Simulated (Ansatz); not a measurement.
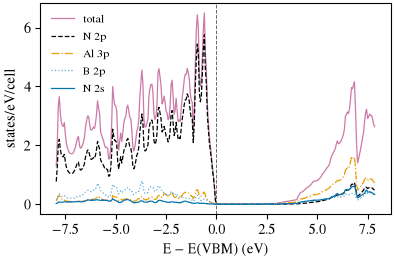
Fig. 1. Total and projected density of states of AlBN2 (chalcopyrite, I-42d), the program Ansatz at the PBE level (PAW)

Problem. Which orbitals carry the states next to the gap?

Solution. Top 1 eV of the valence band: N 2p 88 %, Al 3p 6 %. Bottom 1 eV of the conduction band: Al 3p 51 %, N 2s 17 %, B 2p 16 %, N 2p 6 %, outside the projected shells 10 %. Projections are on Löwdin-orthogonalised atomic valence shells; empty p or d shells of many metals are not among them.

Problem. Where is the tallest occupied peak in this window, and what makes it?

Solution. Near -0.6 eV, about 6.5 states/eV per cell; the largest projected share is N 2p.

The start of the workflow was typed in or built on a structure type; neither database checked (COD, Materials Project) lists it. Its standing as an ambient phase is unchecked. The cell was relaxed with PBE under the symmetry of its start; its stability against distortions is not shown here.

Potentials: the earlier of the program's two PAW sets.
